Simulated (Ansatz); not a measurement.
**W: response to strain**

Take W in the bcc (W type) structure (space group Im-3m, No. 229; relaxed with 0.1 eV smearing) as the base.

```
CELL_PARAMETERS angstrom
     -1.58442     1.58442     1.58442
      1.58442    -1.58442     1.58442
      1.58442     1.58442    -1.58442
ATOMIC_POSITIONS crystal
  W  0.00000 0.00000 0.00000
```

Cartesian axes are those of the cell as printed.

Strains are applied to the cell and any free atomic positions relax; under biaxial strain the out-of-plane vector relaxes too.

The values are results of Ansatz (a program for electronic structure) r2SCAN, no spin-orbit coupling, not measurements.

Notes on the quantities. pressure: mean of the normal stresses, compression positive.

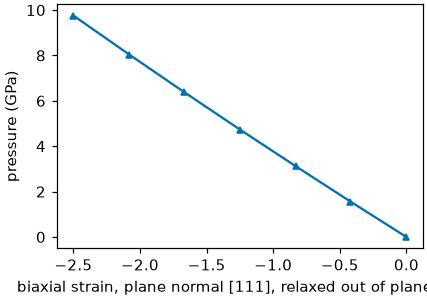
*Pressure against biaxial strain, plane normal [111], relaxed out of plane*

Problem. From the plot, what is the pressure for biaxial strain −0.83 %, plane normal [111], relaxed out of plane?

Solution. About 3.1 GPa.

Problem. Is the trend monotonic over the range shown?

Solution. Yes, it falls throughout, spanning 0.0 GPa to 9.8 GPa.

No phonon test of stability was made. The final runs are not spin-polarised.
